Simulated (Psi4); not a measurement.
# SnHSCl (SMILES [SH][Sn][Cl]) at OMP2/def2-SVP (core potential, density fitting for correlation)

What is the energy change on altering one bond length of SnHSCl at OMP2/def2-SVP (core potential, density fitting for correlation)? 

The calculation is run with Psi4 1.11.

1 further run of the same task is left out (it didn't finish).

## 1. The molecule

The species is SnHSCl (4 atoms), meant as a singlet with charge 0. As SMILES, `[SH][Sn][Cl]`. The shape is that of a PBE0-D4/def2-TZVP optimisation.

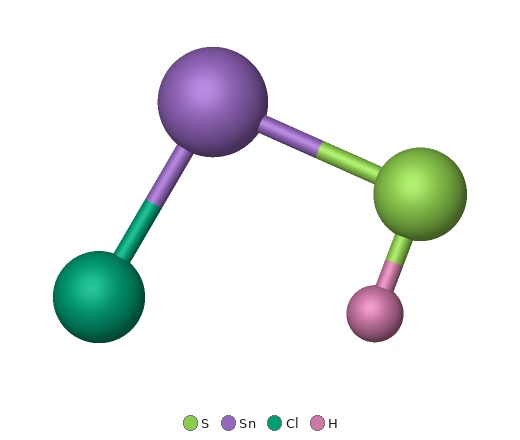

The structure, seen from a chosen angle (sulfur green, tin purple, chlorine teal, hydrogen pink).

## 2. The energy at OMP2/def2-SVP (core potential, density fitting for correlation)

The input, job.inp:

```
memory 1600 MB

molecule {
  S      0.35092214     2.81285734    -0.77422079
  Sn    -2.63749075    -0.66461668    -0.64590839
  Cl     0.16780768    -3.68553286     1.14857554
  H      2.22364073     1.42353069     0.23319220
  units au
  symmetry c1
}

set basis def2-SVP
set reference rhf
set puream true
set e_convergence 1e-09
set d_convergence 1e-08
set scf_type pk
set num_frozen_docc 14

energy_value, wavefunction = energy("omp2", return_wfn=True)
```

Command:

```sh
psi4 job.inp job.out -n 1
```

job.out:

```text
[...]
    !!!  WARNING: ECP capability is in beta. Please check occupations closely.  !!!
[...]
  Running in c1 symmetry.
[...]
  Nuclear repulsion =  213.489034279884720
[...]
  Multiplicity = 1
[...]
  Nalpha       = 28
  Nbeta        = 28
[...]
    Number of basis functions: 67
[...]
   @RHF iter   1: -1070.72338241682883   -1.80838e+00   4.26241e-03 DIIS/ADIIS
[...]
   @RHF iter  12: -1070.78175800370650   -4.77485e-12   4.41648e-09 DIIS
[...]
    Orbital Energies [Eh]
    ---------------------
    Doubly Occupied:
       1A   -104.764410     2A    -91.916012     3A    -10.526952
       4A     -8.951581     5A     -8.001154     6A     -7.999223
       7A     -7.998994     8A     -6.638959     9A     -6.637935
      10A     -6.636424    11A     -5.907215    12A     -4.097614
      13A     -4.093864    14A     -4.089821    15A     -1.365672
      16A     -1.362537    17A     -1.359951    18A     -1.358046
      19A     -1.353171    20A     -1.051710    21A     -0.948568
      22A     -0.608848    23A     -0.537648    24A     -0.462581
      25A     -0.451614    26A     -0.430412    27A     -0.381309
      28A     -0.349460
[...]
  @RHF Final Energy: -1070.78175800370650
   => Energetics <=
    Nuclear Repulsion Energy =            213.4890342798847200
    One-Electron Energy =               -1987.9782133353589870
    Two-Electron Energy =                 703.7074210517678239
    Total Energy =                      -1070.7817580037064999
[...]
 Multipole Moments:
 ------------------------------------------------------------------------------------
     Multipole            Electronic (a.u.)      Nuclear  (a.u.)        Total (a.u.)
 ------------------------------------------------------------------------------------
 L = 1.  Multiply by 2.5417464519 to convert [e a0] to [Debye]
 Dipole X            :        -41.9593269           41.1784220           -0.7809049
 Dipole Y            :         -4.0004562            4.0920541            0.0915979
 Dipole Z            :        -11.8556718           11.5845445           -0.2711273
 Magnitude           :                                                    0.8316926
[...]
	Warning: cc_lambda option is changed to TRUE
	For this residual convergence, default PCG convergence is:     1.00e-07
[...]
	DF-MP2 Total Energy (a.u.)         : -1071.13043139730030
[...]
	DF-MP2 Total Energy (a.u.)         : -1071.13671957494671
[...]
	DF-OMP2 Total Energy (a.u.)        : -1071.13671957495944
[...]
```

Run time: 44 s. Hardware: 1 thread of AMD EPYC 7R43 (Zen 3), shared host; peak memory 0.26 GiB.

## 3. The distorted shape

The input, clhssn.xyz:

```xyz
4
ClHSSn
S      0.422915     1.764536    -0.419885
Sn    -1.395700    -0.351700    -0.341800
Cl     0.088800    -1.950300     0.607800
H      1.413915     1.029336     0.113215
```

The input, run.py:

```python
import numpy as np
from ase.calculators.psi4 import Psi4
from ase.io import read

mol = read('clhssn.xyz')
calc = Psi4(atoms=mol, method='omp2', basis='def2-SVP', memory='1600MB', num_threads=1, charge=0, multiplicity=1, label='calc')
calc.psi4.set_options({'puream': True, 'e_convergence': 1e-09, 'd_convergence': 1e-08, 'scf_type': 'pk', 'num_frozen_docc': 14})
mol.calc = calc

print(f'energy: {mol.get_potential_energy():.6f} eV')
```

Command:

```sh
python run.py
```

calc.dat:

```text
[...]
    !!!  WARNING: ECP capability is in beta. Please check occupations closely.  !!!
[...]
  Running in c1 symmetry.
[...]
  Nuclear repulsion =  199.821992896457544
[...]
  Multiplicity = 1
[...]
  Nalpha       = 28
  Nbeta        = 28
[...]
    Number of basis functions: 67
[...]
   @RHF iter   1: -1070.68264072953593   -1.94953e+00   4.71282e-03 DIIS/ADIIS
[...]
   @RHF iter  12: -1070.76562330427237   -1.25056e-11   7.04153e-09 DIIS
[...]
    Orbital Energies [Eh]
    ---------------------
    Doubly Occupied:
       1A   -104.776705     2A    -91.893044     3A    -10.538991
       4A     -8.924532     5A     -8.013157     6A     -8.011224
       7A     -8.010958     8A     -6.612220     9A     -6.610913
      10A     -6.609458    11A     -5.928129    12A     -4.118479
      13A     -4.113777    14A     -4.110582    15A     -1.385410
      16A     -1.382227    17A     -1.378700    18A     -1.377129
      19A     -1.373173    20A     -1.060820    21A     -0.903808
      22A     -0.607104    23A     -0.505395    24A     -0.464418
      25A     -0.459594    26A     -0.430257    27A     -0.346542
      28A     -0.340818
[...]
  @RHF Final Energy: -1070.76562330427237
   => Energetics <=
    Nuclear Repulsion Energy =            199.8219928964575445
    One-Electron Energy =               -1960.6001047845441008
    Two-Electron Energy =                 690.0124885838142745
    Total Energy =                      -1070.7656233042723670
[...]
 Multipole Moments:
 ------------------------------------------------------------------------------------
     Multipole            Electronic (a.u.)      Nuclear  (a.u.)        Total (a.u.)
 ------------------------------------------------------------------------------------
 L = 1.  Multiply by 2.5417464519 to convert [e a0] to [Debye]
 Dipole X            :        -45.7152229           44.3918136           -1.3234093
 Dipole Y            :         -8.3634677            7.8313274           -0.5321403
 Dipole Z            :        -11.6967219           11.4465751           -0.2501468
 Magnitude           :                                                    1.4481571
[...]
	Warning: cc_lambda option is changed to TRUE
	For this residual convergence, default PCG convergence is:     1.00e-07
[...]
	DF-MP2 Total Energy (a.u.)         : -1071.11266571251622
[...]
	DF-MP2 Total Energy (a.u.)         : -1071.12042406267165
[...]
	DF-OMP2 Total Energy (a.u.)        : -1071.12042406270643
[...]
```

Standard output:

```text
energy: -29146.671338 eV
```

It took 39 s on 1 thread of AMD EPYC 7R43 (Zen 3), shared host; peak memory 0.26 GiB.

## 4. Outcome

At OMP2/def2-SVP (core potential, density fitting for correlation), 14 core orbitals frozen:

| quantity | value |
| --- | --- |
| first shape: total energy | -1071.13672 Eh |
| first shape: HOMO energy (Hartree–Fock orbitals) | -9.51 eV |
| first shape: LUMO energy (Hartree–Fock orbitals) | 0.01 eV |
| first shape: HOMO–LUMO gap (Hartree–Fock orbitals) | 9.52 eV |
| first shape: correlation energy (14 core orbitals frozen) | -355.0 mEh |
| distorted shape: total energy | -1071.12042 Eh |
| distorted shape: HOMO energy (Hartree–Fock orbitals) | -9.27 eV |
| distorted shape: LUMO energy (Hartree–Fock orbitals) | -0.49 eV |
| distorted shape: HOMO–LUMO gap (Hartree–Fock orbitals) | 8.78 eV |
| distorted shape: correlation energy (14 core orbitals frozen) | -354.8 mEh |
| energy change with the S1–Sn2 bond stretched from 2.427 to 2.791 Å | 0.443 eV |

**Reading.** With the S1–Sn2 bond stretched from 2.427 to 2.791 Å the energy rises by 0.44 eV (42.8 kJ/mol). The first shape isn't relaxed at this level, so the change isn't measured from a minimum.
